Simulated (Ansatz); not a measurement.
# CH$_{8}$BClSi$_{2}$: nudged elastic band

- system: CH$_{8}$BClSi$_{2}$, SMILES B[SiH2][SiH](C)Cl
- method: RKS BHLYP-D4/def2-SVP (Ansatz 0.2.0)

It belongs to a series of runs on one base structure; here: band between the two ends.

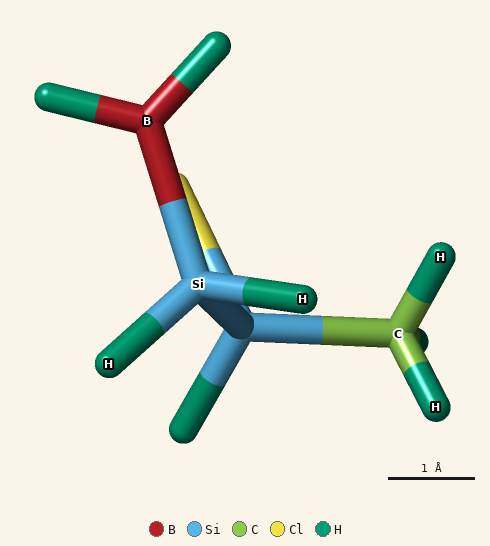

Fig. 1: The structure as given in the input (stick view, seen at a tilt). Bond lengths as drawn: B–H 1.20 Å, B–Si 2.01 Å, Cl–Si 2.11 Å, C–H 1.09 Å, C–Si 1.87 Å, H–Si 1.48 to 1.49 Å and Si–Si 2.35 Å.

### The input
```yaml
crystal:
  periodic: [false, false, false]
  atoms:
    - { symbol: B, position_ang: [-0.404542, 2.079746, 1.24507] }
    - { symbol: Si, position_ang: [-1.360267, 0.775188, 0.051057] }
    - { symbol: Si, position_ang: [0.484514, -0.319219, -0.917138] }
    - { symbol: C, position_ang: [0.778404, -2.039574, -0.254147] }
    - { symbol: Cl, position_ang: [2.12064, 0.87646, -0.342707] }
    - { symbol: H, position_ang: [-0.18313, 3.201015, 0.890188] }
    - { symbol: H, position_ang: [-0.015548, 1.73639, 2.324538] }
    - { symbol: H, position_ang: [-2.1789, -0.231477, 0.776549] }
    - { symbol: H, position_ang: [-2.199633, 1.39217, -1.006779] }
    - { symbol: H, position_ang: [0.474312, -0.324973, -2.397164] }
    - { symbol: H, position_ang: [1.720744, -2.445899, -0.631459] }
    - { symbol: H, position_ang: [-0.034821, -2.704726, -0.561848] }
    - { symbol: H, position_ang: [0.818826, -2.029899, 0.83844] }
basis:
  gaussian: { orbitals: def2-SVP }
hamiltonian:
  xc: { name: BHLYP }
  dispersion: d4
neb:
  order_check: false
  images: 5
  f_tol: 0.05
  max_iterations: 60
  final_atoms:
    - { symbol: B, position_ang: [-0.40137831, 2.03533121, 1.27282071] }
    - { symbol: Si, position_ang: [-1.36320485, 0.78673271, 0.0280871] }
    - { symbol: Si, position_ang: [0.47420227, -0.31848035, -0.94141258] }
    - { symbol: C, position_ang: [0.78551499, -2.01630725, -0.23216147] }
    - { symbol: Cl, position_ang: [2.11160296, 0.9000841, -0.42434858] }
    - { symbol: H, position_ang: [-0.00607785, 1.64074487, 2.33216293] }
    - { symbol: H, position_ang: [-0.17913155, 3.17122556, 0.97084125] }
    - { symbol: H, position_ang: [-2.21455718, -0.21976697, 0.71421837] }
    - { symbol: H, position_ang: [-2.17226255, 1.45050845, -1.02389482] }
    - { symbol: H, position_ang: [0.44436532, -0.36970455, -2.41948737] }
    - { symbol: H, position_ang: [1.7260104, -2.42417752, -0.61227321] }
    - { symbol: H, position_ang: [-0.02639258, -2.69622859, -0.5085146] }
    - { symbol: H, position_ang: [0.84190792, -1.97475967, 0.85856228] }
  initial_path:
    images:
      - { positions_ang: [[-0.404542, 2.079746, 1.24507], [-1.360267, 0.775188, 0.051057], [0.484514, -0.319219, -0.917138], [0.778404, -2.039574, -0.254147], [2.12064, 0.87646, -0.342707], [-0.18313, 3.201015, 0.890188], [-0.015548, 1.73639, 2.324538], [-2.1789, -0.231477, 0.776549], [-2.199633, 1.39217, -1.006779], [0.474312, -0.324973, -2.397164], [1.720744, -2.445899, -0.631459], [-0.034821, -2.704726, -0.561848], [0.818826, -2.029899, 0.83844]] }
      - { positions_ang: [[-0.43852957, 1.90528847, 1.32801091], [-1.28785975, 0.82842055, -0.04761057], [0.46822541, -0.32412839, -0.99160289], [0.81669909, -1.94515106, -0.16281933], [2.14963787, 0.85090014, -0.690228], [-0.5253284, 2.55502329, 1.41744074], [0.12953528, 1.89890888, 2.08894482], [-2.22607814, -0.10354579, 0.49195556], [-1.93657917, 1.62369254, -1.03685677], [0.32600873, -0.49929998, -2.40072217], [1.68190408, -2.43173389, -0.55298425], [-0.05161658, -2.58963936, -0.31703012], [0.91458015, -1.80353339, 0.88810206]] }
      - { positions_ang: [[-0.47251715, 1.73083094, 1.41095182], [-1.2154525, 0.8816531, -0.14627814], [0.45193682, -0.32903778, -1.06606779], [0.85499419, -1.85072813, -0.07149165], [2.17863574, 0.82534029, -1.03774899], [-0.8675268, 1.90903158, 1.94469348], [0.27461856, 2.06142776, 1.85335164], [-2.27325629, 0.02438541, 0.20736213], [-1.67352535, 1.85521508, -1.06693453], [0.17770547, -0.67362697, -2.40428034], [1.64306417, -2.41756877, -0.47450949], [-0.06841216, -2.47455273, -0.07221225], [1.01033429, -1.57716778, 0.93776412]] }
      - { positions_ang: [[-0.50650472, 1.55637341, 1.49389273], [-1.14304524, 0.93488564, -0.2449457], [0.43564823, -0.33394717, -1.14053268], [0.89328928, -1.75630519, 0.01983602], [2.2076336, 0.79978043, -1.38526999], [-1.2097252, 1.26303986, 2.47194621], [0.41970184, 2.22394664, 1.61775846], [-2.32043443, 0.15231662, -0.07723131], [-1.41047152, 2.08673763, -1.0970123], [0.0294022, -0.84795395, -2.40783851], [1.60422425, -2.40340366, -0.39603474], [-0.08520774, -2.35946609, 0.17260563], [1.10608844, -1.35080217, 0.98742618]] }
      - { positions_ang: [[-0.47146259, 1.71602601, 1.42020206], [-1.21643178, 0.88550133, -0.15393477], [0.44849958, -0.32879156, -1.07415931], [0.85736452, -1.84297254, -0.06416314], [2.17562339, 0.83321499, -1.06496285], [-0.80850942, 1.38894153, 2.42535179], [0.22009071, 2.53970628, 1.40211939], [-2.28514201, 0.02828876, 0.18658525], [-1.66440186, 1.87466123, -1.07263981], [0.16772324, -0.68853748, -2.41172147], [1.64481964, -2.41032828, -0.46811423], [-0.06560269, -2.47172026, -0.05443445], [1.01802827, -1.558788, 0.94447155]] }
      - { positions_ang: [[-0.43642045, 1.87567861, 1.34651138], [-1.28981832, 0.83611702, -0.06292384], [0.46135093, -0.32363596, -1.00778595], [0.82143976, -1.92963989, -0.14816231], [2.14361318, 0.86664954, -0.74465572], [-0.40729364, 1.5148432, 2.37875736], [0.02047958, 2.85546592, 1.18648032], [-2.2498496, -0.0957391, 0.45040181], [-1.91833221, 1.66258484, -1.04826732], [0.30604428, -0.52912102, -2.41560442], [1.68541502, -2.4172529, -0.54019372], [-0.04599763, -2.58397443, -0.28147452], [0.92996809, -1.76677384, 0.90151692]] }
      - { positions_ang: [[-0.40137831, 2.03533121, 1.27282071], [-1.36320485, 0.78673271, 0.0280871], [0.47420227, -0.31848035, -0.94141258], [0.78551499, -2.01630725, -0.23216147], [2.11160296, 0.9000841, -0.42434858], [-0.00607785, 1.64074487, 2.33216293], [-0.17913155, 3.17122556, 0.97084125], [-2.21455718, -0.21976697, 0.71421837], [-2.17226255, 1.45050845, -1.02389482], [0.44436532, -0.36970455, -2.41948737], [1.7260104, -2.42417752, -0.61227321], [-0.02639258, -2.69622859, -0.5085146], [0.84190792, -1.97475967, 0.85856228]] }
```

Run on 2 threads of Arm Neoverse V1, 24 GiB of memory available, shared host.

Launched with:
```bash
ansatz run input.yaml --threads 2 --pin off --max-ram 3072MiB --backend cpu --events-out ev --progress --plain --runs-dir out
```

### Output
```
Engine: ansatz 0.2.0, aarch64-unknown-linux-gnu
Functional definition: BHLYP
  parameter a = 0.5
  exchange = (1 - a)*b88_x + a*exact_x
  correlation = lyp_c
1285 factors; integrals over basis functions are off by at most 3.8e-4 eV
mean field evaluation 1: about -30107.8690 eV, gradient 3.4e1 eV
mean field evaluation 2: about -30108.9508 eV, gradient 2.7e1 eV
mean field evaluation 4: about -30110.8841 eV, gradient 7.3e-1 eV
mean field evaluation 8: about -30110.9076 eV, gradient 4.8e-2 eV
mean field evaluation 16: about -30110.9076 eV, gradient 1.9e-5 eV
mean field -30110.90758042 eV, -1106.5554436741 hartree, gradient 1.9e-5 eV, S^2 0.000000; 0 other end points of the search recorded, 0 dependent functions left out
the calculation of the forces begins
reference -30110.90779037 eV, -1106.5554513899 hartree; 32, 32 occupied and 90, 90 virtual orbitals, 1285 factors
1285 factors; integrals over basis functions are off by at most 3.9e-4 eV
mean field evaluation 32: about -30110.9071 eV, gradient 7.5e-5 eV
mean field -30110.90711478 eV, -1106.5554265622 hartree, gradient 1.9e-5 eV, S^2 0.000000; 0 other end points of the search recorded, 0 dependent functions left out
[... from here on the field's lines of each further geometry are left out, up to the last ...]
NEB iter   1: max|band force component| = 6.318e1 eV/Å  barrier→ = 12.4878 eV  barrier← = 12.4876 eV  Δτ_max = 0.2000 Å  (189 SCF iters)
NEB iter   2: max|band force component| = 1.687e1 eV/Å  barrier→ = 3.8107 eV  barrier← = 3.8106 eV  Δτ_max = 0.2000 Å  (149 SCF iters)
NEB iter   3: max|band force component| = 9.316e0 eV/Å  barrier→ = 1.6887 eV  barrier← = 1.6885 eV  Δτ_max = 0.2000 Å  (152 SCF iters)
NEB iter   4: max|band force component| = 3.607e0 eV/Å  barrier→ = 0.7735 eV  barrier← = 0.7733 eV  Δτ_max = 0.1988 Å  (148 SCF iters)
NEB iter   5: max|band force component| = 2.060e0 eV/Å  barrier→ = 0.4352 eV  barrier← = 0.4351 eV  Δτ_max = 0.1985 Å  (147 SCF iters)
NEB iter   6: max|band force component| = 1.090e0 eV/Å  barrier→ = 0.2395 eV  barrier← = 0.2394 eV  Δτ_max = 0.1966 Å  (145 SCF iters)
NEB iter   7: max|band force component| = 5.716e-1 eV/Å  barrier→ = 0.1325 eV  barrier← = 0.1323 eV  Δτ_max = 0.2000 Å  (153 SCF iters)
NEB iter   8: max|band force component| = 4.303e-1 eV/Å  barrier→ = 0.1080 eV  barrier← = 0.1079 eV  CI = image 3  Δτ_max = 0.1990 Å  (150 SCF iters)
NEB iter   9: max|band force component| = 1.064e0 eV/Å  barrier→ = 0.1924 eV  barrier← = 0.1922 eV  CI = image 4  Δτ_max = 0.0999 Å  (149 SCF iters)
NEB iter  10: max|band force component| = 3.964e-1 eV/Å  barrier→ = 0.1134 eV  barrier← = 0.1132 eV  CI = image 3  Δτ_max = 0.2000 Å  (146 SCF iters)
NEB iter  11: max|band force component| = 4.149e-1 eV/Å  barrier→ = 0.1066 eV  barrier← = 0.1065 eV  CI = image 3  Δτ_max = 0.0997 Å  (148 SCF iters)
NEB iter  12: max|band force component| = 1.898e-1 eV/Å  barrier→ = 0.1037 eV  barrier← = 0.1035 eV  CI = image 3  Δτ_max = 0.0596 Å  (140 SCF iters)
NEB iter  13: max|band force component| = 8.291e-2 eV/Å  barrier→ = 0.1010 eV  barrier← = 0.1008 eV  CI = image 3  Δτ_max = 0.1976 Å  (140 SCF iters)
NEB iter  14: max|band force component| = 9.951e-2 eV/Å  barrier→ = 0.0990 eV  barrier← = 0.0988 eV  CI = image 3  Δτ_max = 0.0611 Å  (141 SCF iters)
NEB iter  15: max|band force component| = 6.079e-2 eV/Å  barrier→ = 0.0968 eV  barrier← = 0.0966 eV  CI = image 3  Δτ_max = 0.1011 Å  (139 SCF iters)
NEB iter  16: max|band force component| = 4.385e-1 eV/Å  barrier→ = 0.0949 eV  barrier← = 0.0947 eV  CI = image 3  Δτ_max = 0.0501 Å  (147 SCF iters)
NEB iter  17: max|band force component| = 3.099e-1 eV/Å  barrier→ = 0.0944 eV  barrier← = 0.0942 eV  CI = image 3  Δτ_max = 0.0497 Å  (151 SCF iters)
NEB iter  18: max|band force component| = 7.643e-2 eV/Å  barrier→ = 0.0933 eV  barrier← = 0.0931 eV  CI = image 3  Δτ_max = 0.0293 Å  (147 SCF iters)
NEB iter  19: max|band force component| = 4.626e-2 eV/Å  barrier→ = 0.0926 eV  barrier← = 0.0925 eV  CI = image 3  Δτ_max = 0.0214 Å  (130 SCF iters)
the calculation of the forces begins
reference -30110.90040820 eV, -1106.5551800999 hartree; 32, 32 occupied and 90, 90 virtual orbitals, 1285 factors
1285 factors; integrals over basis functions are off by at most 3.9e-4 eV
mean field evaluation 832: about -30110.8309 eV, gradient 1.7e-4 eV
mean field -30110.83094200 eV, -1106.5526272644 hartree, gradient 2.0e-5 eV, S^2 0.000000; 1 other end points of the search recorded, 0 dependent functions left out
the calculation of the forces begins
reference -30110.83114852 eV, -1106.5526348538 hartree; 32, 32 occupied and 90, 90 virtual orbitals, 1285 factors
NEB iter  20: max|band force component| = 4.626e-2 eV/Å  barrier→ = 0.0923 eV  barrier← = 0.0921 eV  CI = image 3  Δτ_max = 0.0000 Å  (166 SCF iters)
```

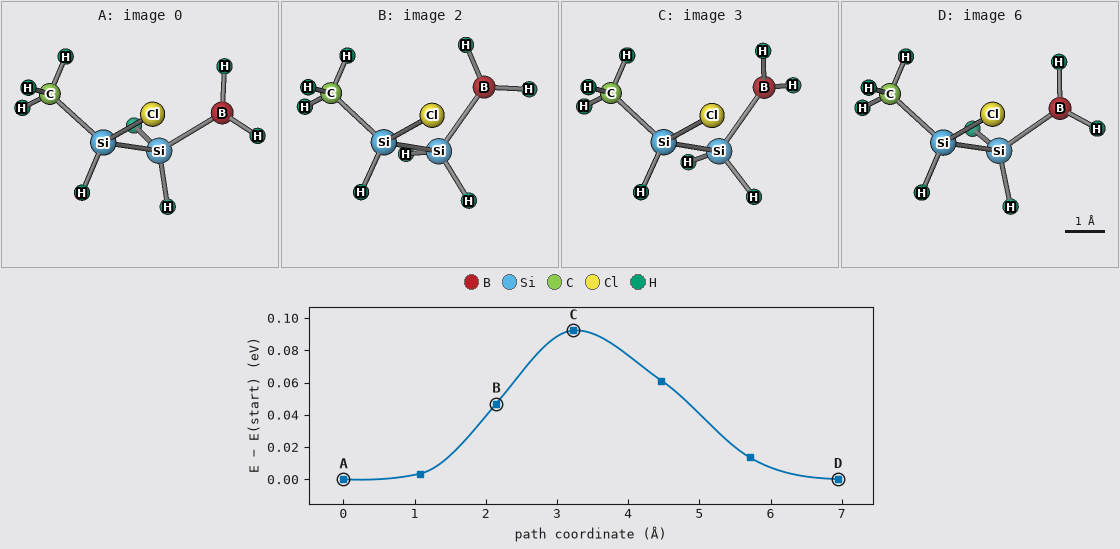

Fig. 2: Images of the last band (counted from 0; ball-and-stick, seen at a tilt) above the energy along the path; the line is a cubic interpolation that uses the forces. The highest image is number 3, 0.092 eV above the start and 0.092 eV above the end (the climbing image); start and end have the same energy. The path is 6.95 Å long. The band converged in 20 iterations.

```
Total energy: -30111.27937099 eV, -1106.5691067255 hartree
Atom 0 at    -0.570209     1.808524     1.557753 Å, force    -0.002050    -0.006318     0.003517 eV/Å
Atom 1 at    -1.217812     0.896338    -0.126580 Å, force    -0.000165     0.007905    -0.004127 eV/Å
Atom 2 at     0.462831    -0.398273    -1.112728 Å, force    -0.002436    -0.007708     0.001514 eV/Å
Atom 3 at     0.901503    -1.918137    -0.117109 Å, force    -0.001967     0.006404    -0.000300 eV/Å
Atom 4 at     2.133247     0.859074    -1.163160 Å, force     0.004485     0.004362    -0.002208 eV/Å
Atom 5 at    -1.332707     2.468484     2.205618 Å, force     0.001023     0.001888     0.000299 eV/Å
Atom 6 at     0.558762     1.721138     1.945939 Å, force    -0.000276    -0.005386    -0.002100 eV/Å
Atom 7 at    -2.412454     0.058367     0.172815 Å, force    -0.000062     0.001180    -0.000190 eV/Å
Atom 8 at    -1.641177     1.945306    -1.093945 Å, force     0.001332    -0.002839    -0.000061 eV/Å
Atom 9 at     0.169113    -0.777028    -2.513543 Å, force    -0.001304    -0.001439     0.002713 eV/Å
Atom 10 at     1.757362    -2.436067    -0.558442 Å, force     0.001433     0.002431     0.000046 eV/Å
Atom 11 at     0.054678    -2.611337    -0.093684 Å, force    -0.000612    -0.002055     0.001289 eV/Å
Atom 12 at     1.157461    -1.651188     0.911665 Å, force     0.000598     0.001572    -0.000391 eV/Å
Dipole moment:    -0.219605    -0.263962     0.172943 e Å
this run last wrote the band of iteration 20 to [file]; this run last wrote the band within `neb.f_tol` of iteration 19 to [file]
```

### The last band as extended XYZ (Å, eV, eV/Å)
```
13
Properties=species:S:1:pos:R:3:forces:R:3 image=0 energy=-30111.37144
B    -0.4045    2.0797    1.2451    0.0032  -0.0001   0.0002
Si   -1.3603    0.7752    0.0511   -0.0068  -0.0015   0.0021
Si    0.4845   -0.3192   -0.9171    0.0075  -0.0089  -0.0071
C     0.7784   -2.0396   -0.2541   -0.0130   0.0082   0.0087
Cl    2.1206    0.8765   -0.3427    0.0013  -0.0006  -0.0001
H    -0.1831    3.2010    0.8902   -0.0032  -0.0120   0.0039
H    -0.0155    1.7364    2.3245   -0.0039   0.0045  -0.0103
H    -2.1789   -0.2315    0.7765    0.0016   0.0095  -0.0027
H    -2.1996    1.3922   -1.0068    0.0063  -0.0054   0.0087
H     0.4743   -0.3250   -2.3972    0.0002  -0.0009   0.0096
H     1.7207   -2.4459   -0.6315    0.0014   0.0024  -0.0016
H    -0.0348   -2.7047   -0.5618    0.0063   0.0053   0.0021
H     0.8188   -2.0299    0.8384   -0.0009  -0.0004  -0.0136
13
Properties=species:S:1:pos:R:3:forces:R:3 image=1 energy=-30111.36794
B    -0.4243    1.8865    1.3603   -0.0172  -0.0458  -0.0106
Si   -1.3597    0.8312   -0.0728    0.0102   0.0035   0.0021
Si    0.4475   -0.3312   -1.0240   -0.0055  -0.0052   0.0124
C     0.8315   -1.9242   -0.1284    0.0012   0.0047   0.0000
Cl    2.0786    0.9649   -0.7535    0.0029  -0.0002  -0.0008
H    -0.2128    3.0581    1.2543    0.0137   0.0167  -0.0007
H    -0.0218    1.3224    2.3386   -0.0036   0.0146  -0.0103
H    -2.3265   -0.1637    0.4629   -0.0003   0.0079   0.0040
H    -2.0402    1.6458   -1.1098   -0.0052  -0.0047   0.0107
H     0.3252   -0.5669   -2.4798    0.0095   0.0042   0.0017
H     1.7523   -2.3728   -0.5114   -0.0015   0.0052  -0.0002
H     0.0148   -2.6397   -0.2648   -0.0017  -0.0012  -0.0019
H     0.9559   -1.7453    0.9429   -0.0025   0.0003  -0.0064
13
Properties=species:S:1:pos:R:3:forces:R:3 image=2 energy=-30111.32451
B    -0.5237    1.8189    1.4964    0.0023  -0.0175  -0.0265
Si   -1.2661    0.8840   -0.1305    0.0162   0.0113   0.0075
Si    0.4566   -0.3684   -1.1066   -0.0080  -0.0226   0.0133
C     0.8946   -1.8836   -0.1039   -0.0327   0.0052  -0.0150
Cl    2.1130    0.9124   -1.1248    0.0081   0.0188   0.0072
H    -0.8311    2.9397    1.7835    0.0313   0.0202  -0.0135
H     0.2355    1.2462    2.2250   -0.0273  -0.0259   0.0172
H    -2.3353   -0.0533    0.3176    0.0012  -0.0107   0.0091
H    -1.8583    1.8089   -1.1283   -0.0132  -0.0047  -0.0043
H     0.1958   -0.7451   -2.5141   -0.0036   0.0041   0.0014
H     1.7582   -2.3974   -0.5344    0.0122   0.0055   0.0001
H     0.0496   -2.5799   -0.0943    0.0120   0.0039   0.0009
H     1.1319   -1.6174    0.9291    0.0016   0.0124   0.0025
13
Properties=species:S:1:pos:R:3:forces:R:3 image=3 energy=-30111.27916
B    -0.5702    1.8085    1.5578   -0.0021  -0.0063   0.0035
Si   -1.2178    0.8963   -0.1266   -0.0002   0.0079  -0.0041
Si    0.4628   -0.3983   -1.1127   -0.0024  -0.0077   0.0015
C     0.9015   -1.9181   -0.1171   -0.0020   0.0064  -0.0003
Cl    2.1332    0.8591   -1.1632    0.0045   0.0044  -0.0022
H    -1.3327    2.4685    2.2056    0.0010   0.0019   0.0003
H     0.5588    1.7211    1.9459   -0.0003  -0.0054  -0.0021
H    -2.4125    0.0584    0.1728   -0.0001   0.0012  -0.0002
H    -1.6412    1.9453   -1.0939    0.0013  -0.0028  -0.0001
H     0.1691   -0.7770   -2.5135   -0.0013  -0.0014   0.0027
H     1.7574   -2.4361   -0.5584    0.0014   0.0024   0.0000
H     0.0547   -2.6113   -0.0937   -0.0006  -0.0021   0.0013
H     1.1575   -1.6512    0.9117    0.0006   0.0016  -0.0004
13
Properties=species:S:1:pos:R:3:forces:R:3 image=4 energy=-30111.31019
B    -0.5547    1.8081    1.5417   -0.0143  -0.0075   0.0186
Si   -1.2538    0.8978   -0.1114    0.0063   0.0045   0.0012
Si    0.4556   -0.3870   -1.0822   -0.0009  -0.0006   0.0041
C     0.8904   -1.9160   -0.1000   -0.0117   0.0052   0.0078
Cl    2.1332    0.8543   -1.1466    0.0010   0.0002  -0.0011
H    -1.0986    1.7207    2.6055    0.0154  -0.0230   0.0045
H     0.4443    2.4640    1.4756   -0.0067   0.0149  -0.0238
H    -2.4457    0.0395    0.1187   -0.0022   0.0057  -0.0072
H    -1.6209    1.9398   -1.1081    0.0074   0.0050  -0.0059
H     0.1378   -0.7563   -2.4801   -0.0008  -0.0039   0.0027
H     1.7322   -2.4422   -0.5582    0.0013   0.0010  -0.0014
H     0.0349   -2.5981   -0.0662    0.0026  -0.0013   0.0011
H     1.1660   -1.6592    0.9262    0.0025  -0.0002  -0.0006
13
Properties=species:S:1:pos:R:3:forces:R:3 image=5 energy=-30111.35779
B    -0.4509    1.8459    1.4237   -0.0195   0.0181   0.0227
Si   -1.3180    0.8855   -0.1076   -0.0104   0.0018  -0.0258
Si    0.4509   -0.3523   -1.0414   -0.0059  -0.0011   0.0152
C     0.8275   -1.9196   -0.0990    0.0049   0.0022   0.0018
Cl    2.1278    0.8960   -0.9012   -0.0096  -0.0055   0.0046
H    -0.3093    1.3025    2.4817    0.0376  -0.0213   0.0011
H    -0.0191    2.9538    1.2986    0.0013   0.0152  -0.0045
H    -2.3884   -0.0592    0.3067    0.0061  -0.0104   0.0025
H    -1.8646    1.7883   -1.1507   -0.0029   0.0006  -0.0092
H     0.2498   -0.6472   -2.4771    0.0108   0.0013  -0.0115
H     1.7103   -2.4129   -0.5152   -0.0032  -0.0006   0.0025
H    -0.0169   -2.6132   -0.1582   -0.0034   0.0027  -0.0025
H     1.0216   -1.7023    0.9545   -0.0058  -0.0028   0.0031
13
Properties=species:S:1:pos:R:3:forces:R:3 image=6 energy=-30111.37127
B    -0.4014    2.0353    1.2728    0.0075   0.0070   0.0114
Si   -1.3632    0.7867    0.0281   -0.0042  -0.0068  -0.0113
Si    0.4742   -0.3185   -0.9414   -0.0077   0.0014   0.0053
C     0.7855   -2.0163   -0.2322    0.0024   0.0075   0.0007
Cl    2.1116    0.9001   -0.4243   -0.0012  -0.0011   0.0016
H    -0.0061    1.6407    2.3322   -0.0003   0.0016  -0.0026
H    -0.1791    3.1712    0.9708    0.0006  -0.0004  -0.0004
H    -2.2146   -0.2198    0.7142    0.0006  -0.0015   0.0004
H    -2.1723    1.4505   -1.0239   -0.0016   0.0000  -0.0007
H     0.4444   -0.3697   -2.4195   -0.0027   0.0029  -0.0053
H     1.7260   -2.4242   -0.6123    0.0016  -0.0125   0.0052
H    -0.0264   -2.6962   -0.5085    0.0025   0.0028  -0.0046
H     0.8419   -1.9748    0.8586    0.0026  -0.0010   0.0002
```

### Results in brief

```tsv
quantity	value
outcome	converged
barrier, forward	0.092 eV
barrier, backward	0.092 eV
wall time	7.2 min (CPU time 14 min)
peak memory	0.3 GiB
```

### Remarks

The order of the saddle point was not checked.
